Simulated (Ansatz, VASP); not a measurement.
**Cross-check of PbSe (Clausthalite) between VASP and Ansatz**

Wanted: the spread between two codes on one cell, functional and k mesh. Other levels of theory on this material are compared in a session of their own. Valence electrons are named where the data sets of a main pair hold unlike numbers.

Method: plane waves, with VASP 6.6.1 beside it; band structure at BLYP, in Ansatz 0.2.0.

## 1. The structure

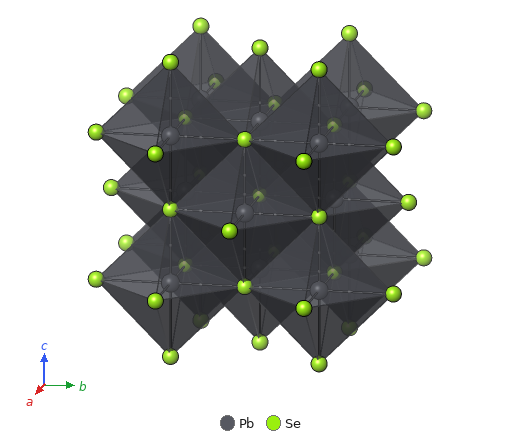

The cell as given, slightly off an axis (lead dark grey, selenium green). This picture shows the conventional cell, with its axes. Some periodic images of atoms are drawn too.

## 2. VASP: band structure, BLYP

Levels along a path test the potential and the projectors away from the mesh points.

Lines of VASP's logs that name or quote its potential files are left out, and so is its time.

File INCAR:

```
SYSTEM = PbSe
PREC = Accurate
ENCUT = 400
EDIFF = 1E-06
NELM = 100
ISMEAR = 0
SIGMA = 0.02
LREAL = .FALSE.
ALGO = Normal
GGA = B5
ALDAX = 1
AGGAX = 1
AGGAC = 1
ALDAC = 0
NBANDS = 22
LORBIT = 11
LWAVE = .FALSE.
LCHARG = .FALSE.
KPAR = 4
```

File POSCAR:

```
PbSe
1.0
    0.0000000000      3.0606500000      3.0606500000
    3.0606500000      0.0000000000      3.0606500000
    3.0606500000      3.0606500000      0.0000000000
Pb Se
1 1
Direct
    0.0000000000      0.0000000000      0.0000000000
    0.5000000000      0.5000000000      0.5000000000
```

File KPOINTS:

```
Automatic mesh
0
Gamma
4 4 4
0 0 0
```

File KPOINTS_OPT:

```
Line mode
16
Line-mode
Reciprocal
  0.00000000   0.00000000   0.00000000 GAMMA
  0.50000000   0.00000000   0.50000000 X

  0.50000000   0.00000000   0.50000000 X
  0.50000000   0.25000000   0.75000000 W

  0.50000000   0.25000000   0.75000000 W
  0.37500000   0.37500000   0.75000000 K

  0.37500000   0.37500000   0.75000000 K
  0.00000000   0.00000000   0.00000000 GAMMA

  0.00000000   0.00000000   0.00000000 GAMMA
  0.50000000   0.50000000   0.50000000 L

  0.50000000   0.50000000   0.50000000 L
  0.62500000   0.25000000   0.62500000 U

  0.62500000   0.25000000   0.62500000 U
  0.50000000   0.25000000   0.75000000 W

  0.50000000   0.25000000   0.75000000 W
  0.50000000   0.50000000   0.50000000 L

  0.50000000   0.50000000   0.50000000 L
  0.37500000   0.37500000   0.75000000 K

  0.62500000   0.25000000   0.62500000 U
  0.50000000   0.00000000   0.50000000 X
```

The projector-augmented-wave data sets are Pb_d and Se (PBE family, release 64).

On the command line:

```console
$ mpirun -np 4 vasp_std
```

Numbers of over 12 decimals in the logs are rounded to 6 here.

Log:

```text
[banner, memory and clock lines left out]
running    4 mpi-ranks, on    1 nodes
 distrk:  each k-point on    1 cores,    4 groups
 distr:  one band on    1 cores,    1 groups

 POSCAR found type information on POSCAR PbSe
 POSCAR found :  2 types and       2 ions
|                                                                             |
|               ----> ADVICE to this user running VASP <----                  |
|                                                                             |
|     You enforced a specific xc type in the INCAR file but a different       |
|     [... a line on the potential file left out ...]
|     I HOPE YOU KNOW WHAT YOU ARE DOING!                                     |
|                                                                             |

 LDA part: xc-table for (Slater(with rela. corr.)+VWN5), standard interpolation
 POSCAR, INCAR and KPOINTS ok, starting setup
 FFT: planning ... GRIDC
 FFT: planning ... GRID_SOFT
 FFT: planning ... GRID
 WAVECAR not read
 entering main loop
       N       E                     dE             d eps       ncg     rms          rms(c)
DAV:   1     0.152564816553E+03    0.15256E+03   -0.77914E+03   366   0.762E+02
DAV:   2     0.337907728895E+01   -0.14919E+03   -0.14161E+03   382   0.245E+02
DAV:   3    -0.717038207861E+01   -0.10549E+02   -0.10495E+02   430   0.708E+01
DAV:   4    -0.743249645398E+01   -0.26211E+00   -0.26199E+00   438   0.118E+01
DAV:   5    -0.744414620087E+01   -0.11650E-01   -0.11649E-01   502   0.241E+00    0.294E+00
DAV:   6    -0.701524306006E+01    0.42890E+00   -0.91169E-01   534   0.650E+00    0.157E+00
DAV:   7    -0.701217065853E+01    0.30724E-02   -0.14972E-01   452   0.166E+00    0.908E-01
DAV:   8    -0.701626200829E+01   -0.40913E-02   -0.14454E-02   408   0.964E-01    0.183E-01
DAV:   9    -0.701554216664E+01    0.71984E-03   -0.36119E-03   532   0.425E-01    0.551E-02
DAV:  10    -0.701559440850E+01   -0.52242E-04   -0.30116E-04   394   0.106E-01    0.238E-02
DAV:  11    -0.701560369011E+01   -0.92816E-05   -0.31472E-05   444   0.372E-02    0.499E-03
DAV:  12    -0.701560361394E+01    0.76168E-07   -0.68798E-07   358   0.694E-03
   1 F= -.70156036E+01 E0= -.70156036E+01  d E =-.428021E-18
 Start KPOINTS_OPT (optional k-point list driver)
k-point batch [1-8\160]
       N       E                     dE             ncg
DAV:   1     0.489203271358E+03   -0.68136E+03      368
DAV:   2    -0.790141952662E+03   -0.12793E+04      388
DAV:   3    -0.878346678508E+03   -0.88205E+02      400
DAV:   4    -0.880319554663E+03   -0.19729E+01      442
DAV:   5    -0.880405212223E+03   -0.85658E-01      498
DAV:   6    -0.880409104077E+03   -0.38919E-02      538
DAV:   7    -0.880409130915E+03   -0.26837E-04      474
DAV:   8    -0.880409131317E+03   -0.40192E-06      316
[...]
k-point batch [153-160\160]
       N       E                     dE             ncg
DAV:   1     0.377280717132E+03   -0.44521E+04      352
DAV:   2    -0.861328260286E+03   -0.12386E+04      382
DAV:   3    -0.959284777188E+03   -0.97957E+02      432
DAV:   4    -0.961840808317E+03   -0.25560E+01      412
DAV:   5    -0.961935147414E+03   -0.94339E-01      484
DAV:   6    -0.961939206775E+03   -0.40594E-02      466
DAV:   7    -0.961939317477E+03   -0.11070E-03      516
DAV:   8    -0.961939318244E+03   -0.76670E-06      436
```

OUTCAR, selected parts (step 2):

```text
ion  position               nearest neighbor table
   1  0.000  0.000  0.000-   2 3.06   2 3.06   2 3.06   2 3.06   2 3.06   2 3.06
   2  0.500  0.500  0.500-   1 3.06   1 3.06   1 3.06   1 3.06   1 3.06   1 3.06

  LATTYP: Found a face centered cubic cell.
 ALAT       =     6.1213000000

 Subroutine GETGRP returns: Found 48 space group operations
 (whereof 48 operations were pure point group operations)

The static configuration has the point symmetry O_h .

 Found      8 irreducible k-points:

   k-points           NKPTS =      8   k-points in BZ     NKDIM =      8   number of bands    NBANDS=     22

   dimension x,y,z NGX =    28 NGY =   28 NGZ =   28
   dimension x,y,z NGXF=    56 NGYF=   56 NGZF=   56

   ENCUT  =  400.0 eV  29.40 Ry    5.42 a.u.   7.06  7.06  7.06*2*pi/ulx,y,z

   NELECT =      20.0000    total number of electrons

 k-points in reciprocal lattice and weights: Automatic mesh
   0.00000000  0.00000000  0.00000000       0.016
   0.25000000  0.00000000  0.00000000       0.125
   0.50000000  0.00000000  0.00000000       0.062
   0.25000000  0.25000000  0.00000000       0.094
   0.50000000  0.25000000  0.00000000       0.375
  -0.25000000  0.25000000  0.00000000       0.188
   0.50000000  0.50000000  0.00000000       0.047
  -0.25000000  0.50000000  0.25000000       0.094

 average (electrostatic) potential at core
       1 -92.3746       2 -52.5295

 E-fermi :   5.6174

 k-point     1 :       0.0000    0.0000    0.0000
  band No.  band energies     occupation
    ...
      6      -8.0908      2.00000
      7      -0.9031      2.00000
      8       3.6297      2.00000
      9       3.6297      2.00000
     10       3.6297      2.00000
     11      10.1193      0.00000
     12      10.1193      0.00000
     13      10.1193      0.00000
     14      12.2323      0.00000
     15      12.2323      0.00000
    ...

 k-point     2 :       0.2500    0.0000    0.0000
  band No.  band energies     occupation
    ...
      6      -7.6510      2.00000
      7      -2.1398      2.00000
      8       3.8011      2.00000
      9       3.8011      2.00000
     10       4.4591      2.00000
     11       7.7174      0.00000
     12       8.3926      0.00000
     13       8.3926      0.00000
     14      12.3213      0.00000
     15      13.4143      0.00000
    ...

 k-point     3 :       0.5000    0.0000    0.0000
  band No.  band energies     occupation
    ...
      6      -7.0330      2.00000
      7      -3.3549      2.00000
      8       4.0616      2.00000
      9       4.0616      2.00000
     10       5.4990      2.00000
     11       5.8940      0.00000
     12       7.1894      0.00000
     13       7.1894      0.00000
     14      14.3801      0.00000
     15      15.7839      0.00000
    ...

  Total        2.1699521      2.1699521      2.1699521      0.0000000      0.0000000     -0.0000000
  in kB       60.6303023     60.6303023     60.6303023      0.0000000      0.0000000     -0.0000000
  external PRESSURE =      60.6303023 kB  Pullay stress =       0.0000000 kB

  energy-cutoff  :      400.00
  volume of cell :       57.34
      direct lattice vectors                 reciprocal lattice vectors
     0.000000000  3.060650000  3.060650000    -0.163363991  0.163363991  0.163363991
     3.060650000  0.000000000  3.060650000     0.163363991 -0.163363991  0.163363991
     3.060650000  3.060650000  0.000000000     0.163363991  0.163363991 -0.163363991

 POSITION                                       TOTAL-FORCE (eV/Angst)
 -----------------------------------------------------------------------------------
      0.00000      0.00000      0.00000         0.000000      0.000000     -0.000000
      3.06065      3.06065      3.06065        -0.000000     -0.000000      0.000000
 -----------------------------------------------------------------------------------
    total drift:                               -0.000000      0.000000      0.000000

  FREE ENERGIE OF THE ION-ELECTRON SYSTEM (eV)
  ---------------------------------------------------
  free  energy   TOTEN  =        -7.0156036139 eV

  energy  without entropy=       -7.0156036139  energy(sigma->0) =       -7.01560361

 total charge
# of ion       s       p       d       tot
------------------------------------------
    1        1.484   0.542   9.845  11.871
    2        1.477   2.365   0.016   3.859
--------------------------------------------------
tot          2.960   2.907   9.862  15.730

[... 3 further parts left out ...]
```

Spin-orbit coupling is off here; with elements this heavy it splits and shifts levels by tenths of an eV or more. The PAW data sets were made with PBE, which is usual practice but a small mismatch for other functionals. At this level the cell is under a pressure of 6.1 GPa, so at these settings it is away from equilibrium.

## 3. Ansatz: band structure, BLYP

Ansatz runs on its default PAW (the set named soft_2) files.

The same cell, functional (in two slightly different forms), mesh and smearing now go to Ansatz, which takes its cutoff from its data sets.

File input.yaml:

```yaml
crystal:
  lattice:
    - [0.0, 3.06065, 3.06065]
    - [3.06065, 0.0, 3.06065]
    - [3.06065, 3.06065, 0.0]
  atoms:
    - { symbol: Pb, position: [0.0, 0.0, 0.0] }
    - { symbol: Se, position: [0.5, 0.5, 0.5] }
hamiltonian:
  xc: blyp
  pseudopotentials: { kind: paw }
kpoints:
  mp_grid: { grid: [4, 4, 4] }
  band_path:
    path:
      - [0.0, 0.0, 0.0]
      - [0.16667, 0.0, 0.16667]
      - [0.33333, 0.0, 0.33333]
      - [0.5, 0.0, 0.5]
      - [0.5, 0.08333, 0.58333]
      - [0.5, 0.18333, 0.68333]
      - [0.5, 0.25, 0.75]
      - [0.45, 0.3, 0.75]
      - [0.40833, 0.34167, 0.75]
      - [0.35, 0.35, 0.7]
      - [0.225, 0.225, 0.45]
      - [0.075, 0.075, 0.15]
      - [0.03333, 0.03333, 0.03333]
      - [0.23333, 0.23333, 0.23333]
      - [0.4, 0.4, 0.4]
      - [0.5, 0.5, 0.5]
      - [0.51667, 0.46667, 0.51667]
      - [0.55833, 0.38333, 0.55833]
      - [0.60833, 0.28333, 0.60833]
      - [0.60833, 0.25, 0.64167]
      - [0.55833, 0.25, 0.69167]
      - [0.51667, 0.25, 0.73333]
      - [0.5, 0.3, 0.7]
      - [0.5, 0.38333, 0.61667]
      - [0.5, 0.48333, 0.51667]
      - [0.475, 0.475, 0.55]
      - [0.425, 0.425, 0.65]
      - [0.38333, 0.38333, 0.73333]
      - [0.59167, 0.18333, 0.59167]
      - [0.55, 0.1, 0.55]
      - [0.5, 0.0, 0.5]
    npoints: 1
scf:
  occupations: { method: gaussian, width: 0.02 }
  n_extra_bands: 7
output:
  forces: true
  stress: true
  eigenvalues: true
  write_density: true
  write_potential: true
  elf: true
  volumetric_format: npy
```

On the command line:

```console
$ ansatz run input.yaml --threads 2 --pin off --max-ram 4608MiB --backend cpu --events-out ev --progress --plain --runs-dir out
```

Log:

```text
scf.n_extra_bands = 7 over 15 filled bands (N_el = 30.0): the run solves 22 bands
Engine: ansatz 0.2.0, aarch64-unknown-linux-gnu
Pseudopotentials: kind: paw
Pseudopotential: Pb, paw, valence charge 14, recommended cutoff 420 eV (normal), Pb.paw.azcp
Pseudopotential: Se, paw, valence charge 16, recommended cutoff 420 eV (normal), Se.paw.azcp
Functional definition: BLYP
  parameter beta = 0.0042
  parameter a = 0.04918
  parameter b = 0.132
  parameter c = 0.2533
  parameter d = 0.349
  exchange = b88_x(beta = beta)
  correlation = lyp_c(a = a, b = b, c = c, d = d)
Crystal: 2 atoms, lattice volume = 57.342 Å³
Basis set: ecut = 420 eV, 1139 PW (Γ), exchange–correlation on 60×60×60 points (8 copies of the dense FFT grid, shifted against one another)
Bands: 22, of which v1, the nominal top of the filled ones, is band 15 counted from 1 (14 counted from 0)
Symmetry: 48 space group operations
Space group: Fm-3m (ITA 225), of the structure as read, at distance tolerance 3.9e-5 Å
k-points: 8 of 64
Non-local potential: Pb, projectors of the file, l = 0: 2, l = 1: 2, l = 2: 2, l = 3: 2
Non-local potential: Se, projectors of the file, l = 0: 2, l = 1: 2, l = 2: 3, l = 3: 1
PAW form: soft (Blöchl's): semilocal exchange-correlation on the pseudo side does not see the compensation charge
PAW frozen core: Pb, regenerated for the run's functional, and the local potential with it (the file was generated under x = pbe(κ = 0.804, μ = 0.219515), c = pbe(β = 0.066725))
PAW frozen core: Se, regenerated for the run's functional, and the local potential with it (the file was generated under x = pbe(κ = 0.804, μ = 0.219515), c = pbe(β = 0.066725))
PAW one-centre angular grid: Pb, 590 points (default); XC on 64 Gauss nodes
PAW one-centre angular grid: Se, 590 points (default); XC on 64 Gauss nodes
Initial density: superposition of atomic densities (neutral atoms: chi_scale 0, normalization atom), corrected by the library's trained network
Initial wavefunctions: pseudopotential atomic-orbital guess
Functional: x = b88, c = lyp
SCF iter   1: F=—  HF=-17415.960704 eV  |F-HF|=—  |Δ(HF+E_count)|=         —  Δρ=7.61e-3  dr2=4.27e-2  ethr=1.77e-3  ⟨swp⟩=6.9  Hψ=900  notcnv=0
preconditioner: auto → none  [insulator: Δε(μ)=0.489 eV  Ē_g=18.021 eV  σ=0.020 eV  W_gap=1.00  n_scr=14 (ndim 8)  ℏωp=21.9 eV  f_vac=0.019  D(μ)=0.00/eV (n_scr^D=0)  ε∞_Penn≈2.5]
SCF iter   2: F=—  HF=-17415.949349 eV  |F-HF|=—  |Δ(HF+E_count)|=   1.14e-2  Δρ=2.05e-3  dr2=4.79e-3  ethr=1.42e-4  ⟨swp⟩=2.6  Hψ=311  notcnv=0  defer=18
SCF iter   3: F=—  HF=-17415.947505 eV  |F-HF|=—  |Δ(HF+E_count)|=   1.84e-3  Δρ=1.18e-3  dr2=5.63e-4  ethr=1.60e-5  ⟨swp⟩=2.4  Hψ=319  notcnv=0  defer=18
SCF iter   4: F=—  HF=-17415.947405 eV  |F-HF|=—  |Δ(HF+E_count)|=   9.98e-5  Δρ=2.06e-4  dr2=2.26e-5  ethr=1.88e-6  ⟨swp⟩=2.5  Hψ=240  notcnv=0  defer=18
SCF iter   5: F=—  HF=-17415.947405 eV  |F-HF|=—  |Δ(HF+E_count)|=   5.83e-7  Δρ=4.07e-5  dr2=6.45e-7  ethr=7.52e-8  ⟨swp⟩=2.0  Hψ=195  notcnv=0  defer=18
SCF iter   6: F=-17415.947406 eV  HF=-17415.947405 eV  |F-HF|=5.65e-8  |Δ(HF+E_count)|=   6.00e-7  Δρ=1.03e-5  dr2=3.07e-8  ethr=3.33e-10  ⟨swp⟩=12.8  Hψ=1298  notcnv=0
SCF 1 converged in 6 iterations: F = -17415.947406 eV  dr2 = 3.07e-8
  greatest PAW one-centre occupation: 1.000 electrons in one spin orbital (limit 2), on the Se atom at site 1 (counted from 0), in its partial waves of l = 2
NSCF: frozen V_eff on 31 k-points
SCF converged after 6 iterations
Free energy (F): -17415.947406 eV
Harris-Foulkes:  -17415.947405 eV  (|F-HF|=5.65e-8)
Internal energy: -17415.947406 eV  (E = F + TS)
E sigma→0 (E₀):  -17415.947406 eV
Fermi energy:    9.607912 eV
--- Per-component energies (eV) ---
  E_band       = -412.789931
  E_kinetic    = 408.482448
  E_local      = -3527.863456  (includes V_loc(G=0)·N_el)
  E_nonlocal   = -251.691307
  E_hartree    = 1646.701929
  E_xc         = -322.877788
  E_vxc        = -227.247500  (∫ρ·V_xc dr)
  E_paw        = -12357.138441  (= ΣΔE_a)
  E_vpaw       = -107.874828  (= ΣTr[D̂ρ^β])
  E_aug_tail   = -0.000511  (compensation charges beyond the density's cutoff)
  E_ewald      = -3011.707258
  E_core_change = 0.146979  (= ΣΔE_core)
  E_smearing   = -0.000000  (= −TS)
  E_closure    = 0.000000  (closes the sum)
  Σ components = -17415.947406   (vs F -17415.947406, Δ=0.00e0)
--- Forces (eV/Å), atoms counted from 1 ---
  atom   1  Pb    -0.00000000     0.00000000    -0.00000000
  atom   2  Se    -0.00000000     0.00000000     0.00000000
  max |Σ_I F_I| component: 3.88e-30 eV/Å
--- Stress (GPa, compression-positive) ---
        5.913235      -0.000000      -0.000000
       -0.000000       5.913235       0.000000
       -0.000000       0.000000       5.913235
  P = ⅓ Tr σ = 5.9132 GPa (59.132 kbar)
--- Band table (eV; the first three rows and the last of 8) ---
  k-point 0: bands = [... 11 lower, 2.9676, 7.5600, 7.5600, 7.5600, 14.0361, 14.0361, 14.0361, 16.1784, ... 3 higher]
  k-point 1: bands = [... 11 lower, 1.7502, 7.7305, 7.7305, 8.3738, 11.6335, 12.3176, 12.3176, 16.2587, ... 3 higher]
  k-point 2: bands = [... 11 lower, 0.5502, 7.9898, 7.9898, 9.4018, 9.8140, 11.1175, 11.1175, 18.3092, ... 3 higher]
  k-point 7: bands = [... 11 lower, 1.2936, 5.2798, 5.2798, 8.6290, 11.2979, 14.4540, 14.4540, 17.2614, ... 3 higher]
```

The job ended after 2.4 s (2 threads of Arm Neoverse N1, shared host; peak memory 0.3 GiB; 3.4 s of CPU time).

In the SCF lines HF is the Harris–Foulkes energy and dr2 the Hartree energy of the density residual, in eV; the loop may stop once dr2 is under the threshold and the program's other checks hold. Hψ counts applications of the Hamiltonian.

## 4. Differences

Known differences besides the potentials themselves: the data sets hold 30 valence electrons in Ansatz (on its default PAW (the set named soft_2) files) and 20 in VASP; the cutoff is 420 eV in Ansatz and 400 eV in VASP; Ansatz makes its cores anew for this functional, VASP keeps those of its PBE data sets; VASP leaves aspherical gradient terms in its spheres out (LASPH is not set), Ansatz keeps them; VASP's log shows a relativistic correction to its local exchange, Ansatz's none. Total energies have different zeros and are not compared.

The two programs side by side:

```
                     quantity  Ansatz   VASP  difference
               pressure (GPa)    5.91   6.06       -0.15
gap over the path points (eV)   0.412  0.395      +0.017
```

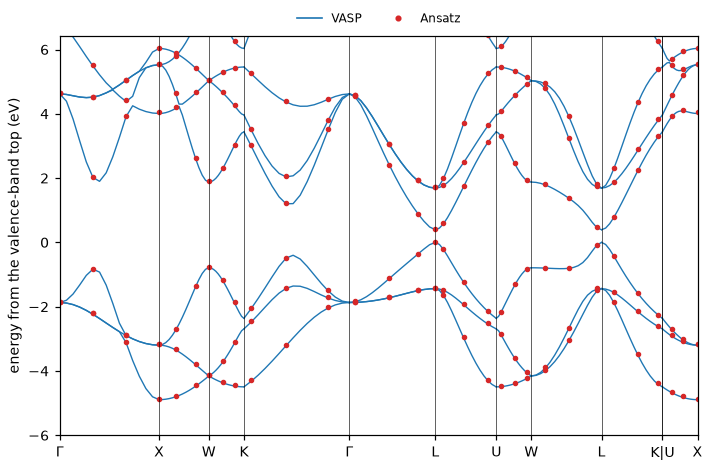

Bands from VASP (lines) and levels from Ansatz (dots). Dots without a line are higher empty bands that the VASP plot leaves out.

Levels at points of the path, from each program's valence-band top (eV; 4 filled, then empty):

```
k (reciprocal lattice)                                  Ansatz                                    VASP
     0.000 0.000 0.000  -6.43 -1.84 -1.84 -1.84 4.63 4.63 4.63  -6.40 -1.87 -1.87 -1.87 4.62 4.62 4.62
     0.167 0.000 0.167  -7.09 -2.21 -2.21 -0.82 2.04 4.54 4.54  -7.07 -2.23 -2.23 -0.83 2.02 4.52 4.52
     0.333 0.000 0.333  -7.65 -3.09 -2.87 -2.87 3.92 4.42 5.06  -7.63 -3.12 -2.90 -2.90 3.91 4.38 5.04
     0.500 0.000 0.500  -7.50 -4.86 -3.17 -3.17 4.05 5.54 5.54  -7.49 -4.89 -3.20 -3.20 4.01 5.53 5.53
     0.500 0.083 0.583  -7.68 -4.77 -3.31 -2.70 4.20 4.64 5.81  -7.67 -4.80 -3.35 -2.73 4.17 4.62 5.79
     0.500 0.183 0.683  -8.02 -4.44 -3.77 -1.36 2.63 4.67 5.44  -8.02 -4.47 -3.80 -1.38 2.61 4.64 5.42
     0.500 0.250 0.750  -8.11 -4.12 -4.12 -0.77 1.90 5.05 5.05  -8.10 -4.16 -4.16 -0.79 1.88 5.03 5.03
     0.450 0.300 0.750  -8.11 -4.33 -3.69 -1.18 2.32 4.67 5.31  -8.11 -4.37 -3.72 -1.19 2.31 4.65 5.29
     0.408 0.342 0.750  -8.12 -4.43 -3.10 -1.87 3.04 4.27 5.44  -8.12 -4.47 -3.13 -1.89 3.03 4.25 5.42
     0.350 0.350 0.700  -8.27 -4.29 -2.45 -2.05 3.03 3.53 5.27  -8.26 -4.33 -2.48 -2.07 3.01 3.51 5.25
```

Among the levels compared at these points, filled levels agree within 34 meV and empty ones within 40 meV.

## 5. Outcome

```yaml
largest_difference_of_a_filled_level_at_the_path_points_band_structure_blyp: 34 meV
```

**Reading.** The largest difference of a filled level at the path points is 34 meV (band structure, BLYP), within the 80 meV picked in this series as the mark of a large difference. The data sets hold unlike numbers of valence electrons (30 in Ansatz and 20 in VASP), so part of the differences comes from the potentials. 9 further runs of this series are not shown here. Such differences can come from data sets, numerical settings and the points named under the comparisons, not from the functional's error against experiment.

[Lines on the potential files, build, host, timing and source positions are cut from VASP's logs without a mark.]

[Logs are printed without paths, hosts, clocks, repeated set-up lines and the standing remarks that a program may print on its own settings, such as how far it seeks lower states.]

[Hosts, paths, dates, database ids (printed as entryN), source tags and the programs' standing remarks are cut or masked in the printed files.]
